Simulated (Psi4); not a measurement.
# GeH3O (SMILES [OH][GeH2]): UM06-L/cc-pVTZ

Aim: the energy change on altering one bond length of GeH3O at UM06-L/cc-pVTZ, from 2 runs. 

The results are computed with Psi4 1.11.

2 further runs of the same task are left out: 2 set aside as unsound or not needed.

### Step 1. Starting point

The species is GeH3O (5 atoms), meant as a doublet with charge 0. SMILES: `[OH][GeH2]`. The shape is that of a PBE0-D4/def2-TZVP optimisation. This is one conformer, not always the lowest.

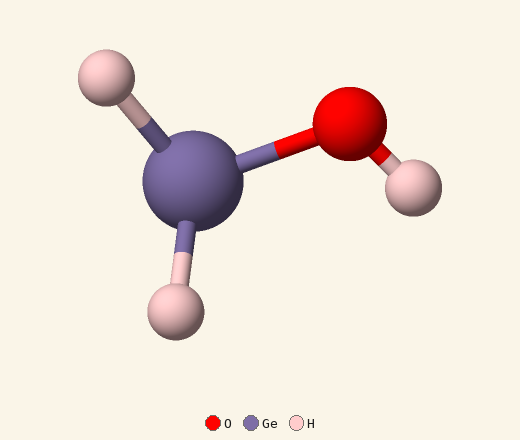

The structure, seen from a chosen angle (oxygen red, germanium purple, hydrogen pink).

### Step 2. The energy at UM06-L/cc-pVTZ

calc.dat

```
memory 1.6 GB

molecule m {
  0 2
  O
  Ge 1 r2
  H 1 r3 2 a3
  H 2 r4 1 a4 3 d4
  H 2 r5 4 a5 1 d5

  r2 = 1.78569
  r3 = 0.96014
  a3 = 112.57468
  r4 = 1.545683
  a4 = 103.75107
  d4 = 165.58826
  r5 = 1.557015
  a5 = 111.78218
  d5 = 117.23472
  symmetry c1
  no_reorient
  no_com
}

set basis cc-pVTZ
set reference uks
set puream true
set e_convergence 1e-09
set d_convergence 1e-08
set scf_type pk
set dft_radial_points 99
set dft_spherical_points 590
set maxiter 200

result, w = energy("m06-l", return_wfn=True)
oeprop(w, "WIBERG_LOWDIN_INDICES", "MAYER_INDICES", "MULLIKEN_CHARGES", title="M06-L")
```

Run with:

```sh
$ psi4 calc.dat calc.out -n 1
```

calc.out:

```text
[...]
  Running in c1 symmetry.
[...]
  Nuclear repulsion =  113.083778088950794
[...]
  Multiplicity = 2
[...]
  Nalpha       = 22
  Nbeta        = 21
[...]
    Number of basis functions: 115
[...]
   @UKS iter   1: -2152.73580547486972   -2.13274e+00   1.90076e-02 ADIIS/DIIS
[...]
   @UKS iter  13: -2154.00069443560642   -1.22782e-11   8.40917e-09 DIIS
[...]
   @S^2 Observed:                7.519045923E-01
[...]
    Orbital Energies [Eh]
    ---------------------
    Alpha Occupied:
       1A   -398.075327     2A    -49.675037     3A    -44.094910
       4A    -44.093690     5A    -44.093126     6A    -18.976952
       7A     -6.218754     8A     -4.341604     9A     -4.339833
      10A     -4.337433    11A     -1.137317    12A     -1.131286
      13A     -1.129829    14A     -1.128723    15A     -1.128391
      16A     -0.965823    17A     -0.522724    18A     -0.428166
      19A     -0.339995    20A     -0.318547    21A     -0.293477
      22A     -0.179785
    Alpha Virtual:
      23A     -0.004665    24A      0.049590    25A      0.059466
[...]
  @UKS Final Energy: -2154.00069443560642
   => Energetics <=
    Nuclear Repulsion Energy =            113.0837780889507940
    One-Electron Energy =               -3226.0486051797124674
    Two-Electron Energy =                1047.7101787958476962
    DFT Exchange-Correlation Energy =     -88.7460461406922292
    Empirical Dispersion Energy =           0.0000000000000000
    VV10 Nonlocal Energy =                  0.0000000000000000
    Total Energy =                      -2154.0006944356064196
[...]
 Multipole Moments:
 ------------------------------------------------------------------------------------
     Multipole            Electronic (a.u.)      Nuclear  (a.u.)        Total (a.u.)
 ------------------------------------------------------------------------------------
 L = 1.  Multiply by 2.5417464519 to convert [e a0] to [Debye]
 Dipole X            :          1.4226277           -1.4522986           -0.0296709
 Dipole Y            :          0.0272461            0.4521303            0.4793764
 Dipole Z            :          3.4517164           -3.3161211            0.1355953
 Magnitude           :                                                    0.4990673
[...]
  Mulliken Charges: (a.u.)
   Center  Symbol    Alpha    Beta     Spin     Total
       1     O     4.30570  4.18185  0.12386 -0.48755
       2    GE    16.14619 15.43290  0.71330  0.42091
       3     H     0.38607  0.38828 -0.00222  0.22565
       4     H     0.57144  0.49559  0.07585 -0.06703
       5     H     0.59060  0.50138  0.08921 -0.09198
   Total alpha = 22.00000, Total beta = 21.00000, Total charge =  0.00000
  Mayer Bond Indices:
  Total Bond Index:
[...]
```

It took 50 s on 1 thread of AMD EPYC 9R45 (Zen 5), shared host; peak memory 1.5 GiB.

### Step 3. The distorted shape

calc.py

```python
import psi4

psi4.set_memory('1600 MB')
psi4.set_num_threads(1)
psi4.core.set_output_file('output.dat', False)

m = psi4.geometry("""
0 2
O      0.132916    -1.126263     0.284949
Ge    -0.742684     0.365637    -0.158051
H      1.097400    -0.907600     1.046500
H     -1.619384    -0.064863    -1.356051
H      0.291316     1.457537    -0.561651
symmetry c1
no_reorient
no_com
""")

options = {'basis': 'cc-pVTZ', 'reference': 'uks', 'puream': True, 'e_convergence': 1e-09, 'd_convergence': 1e-08, 'scf_type': 'pk', 'dft_radial_points': 99, 'dft_spherical_points': 590, 'maxiter': 200}
psi4.set_options(options)

e_tot, wfn = psi4.energy("M06-L", molecule=m, return_wfn=True)
print('E =', round(e_tot, 9))
for k, v in sorted(psi4.core.scalar_variables().items()):
    print(f'{k:45s} {v:18.10f}')
```

Run with:

```sh
$ python calc.py
```

output.dat:

```text
[...]
  Running in c1 symmetry.
[...]
  Nuclear repulsion =  111.443535363569993
[...]
  Multiplicity = 2
[...]
  Nalpha       = 22
  Nbeta        = 21
[...]
    Number of basis functions: 115
[...]
   @UKS iter   1: -2152.65180420561319   -2.15340e+00   1.91023e-02 ADIIS/DIIS
[...]
   @UKS iter  14: -2153.95650887556576    3.63798e-12   4.49390e-09 DIIS
[...]
   @S^2 Observed:                7.522219399E-01
[...]
    Orbital Energies [Eh]
    ---------------------
    Alpha Occupied:
       1A   -398.072203     2A    -49.672017     3A    -44.091851
       4A    -44.090659     5A    -44.090112     6A    -18.995558
       7A     -6.215748     8A     -4.338570     9A     -4.336808
      10A     -4.334482    11A     -1.133810    12A     -1.128246
      13A     -1.126816    14A     -1.125782    15A     -1.125362
      16A     -0.924326    17A     -0.502982    18A     -0.405213
      19A     -0.335231    20A     -0.313312    21A     -0.287133
      22A     -0.176160
    Alpha Virtual:
      23A     -0.051500    24A      0.031950    25A      0.051874
[...]
  @UKS Final Energy: -2153.95650887556576
   => Energetics <=
    Nuclear Repulsion Energy =            111.4435353635699926
    One-Electron Energy =               -3223.0035450870200293
    Two-Electron Energy =                1046.2382988501808541
    DFT Exchange-Correlation Energy =     -88.6347980022966908
    Empirical Dispersion Energy =           0.0000000000000000
    VV10 Nonlocal Energy =                  0.0000000000000000
    Total Energy =                      -2153.9565088755657598
[...]
 Multipole Moments:
 ------------------------------------------------------------------------------------
     Multipole            Electronic (a.u.)      Nuclear  (a.u.)        Total (a.u.)
 ------------------------------------------------------------------------------------
 L = 1.  Multiply by 2.5417464519 to convert [e a0] to [Debye]
 Dipole X            :         43.6794019          -43.3375201            0.3418818
 Dipole Y            :         -5.6524758            6.0005494            0.3480736
 Dipole Z            :          7.1666267           -6.8960679            0.2705588
 Magnitude           :                                                    0.5578893
[...]
```

The script printed:

```text
E = -2153.956508876
CURRENT ENERGY                                  -2153.9565088756
CURRENT REFERENCE ENERGY                        -2153.9565088756
DD SOLVATION ENERGY                                 0.0000000000
DFT FUNCTIONAL TOTAL ENERGY                     -2153.9565088756
DFT TOTAL ENERGY                                -2153.9565088756
DFT VV10 ENERGY                                     0.0000000000
DFT XC ENERGY                                     -88.6347980023
GRID ELECTRONS ALPHA                               21.9999999437
GRID ELECTRONS BETA                                20.9999999517
GRID ELECTRONS TOTAL                               42.9999998954
NUCLEAR REPULSION ENERGY                          111.4435353636
ONE-ELECTRON ENERGY                             -3223.0035450870
PCM POLARIZATION ENERGY                             0.0000000000
PE ENERGY                                           0.0000000000
SCF ITERATION ENERGY                            -2153.9565088756
SCF ITERATIONS                                     14.0000000000
SCF TOTAL ENERGY                                -2153.9565088756
TWO-ELECTRON ENERGY                              1046.2382988502
XC GRID RADIAL POINTS                              99.0000000000
XC GRID SPHERICAL POINTS                          590.0000000000
XC GRID TOTAL POINTS                           280272.0000000000
```

It took 52 s on 1 thread of AMD EPYC 9R45 (Zen 5), shared host; peak memory 1.5 GiB.

### Step 4. What came out

Level: UM06-L/cc-pVTZ.

| quantity | value |
| --- | --- |
| first shape: total energy | -2154.00069 Eh |
| first shape: dipole moment | 1.27 D |
| first shape: HOMO energy (highest over α and β) | -4.89 eV |
| first shape: LUMO energy (lowest over α and β) | -3.65 eV |
| first shape: ⟨S²⟩ | 0.752 |
| distorted shape: total energy | -2153.95651 Eh |
| distorted shape: dipole moment | 1.42 D |
| distorted shape: HOMO energy (highest over α and β) | -4.79 eV |
| distorted shape: LUMO energy (lowest over α and β) | -3.56 eV |
| distorted shape: ⟨S²⟩ | 0.752 |
| energy change with the O1–H3 bond stretched from 0.960 to 1.248 Å | 1.202 eV |

With the O1–H3 bond stretched from 0.960 to 1.248 Å the energy rises by 1.20 eV (116 kJ/mol). The first shape isn't relaxed at this level, so the change isn't measured from a minimum.
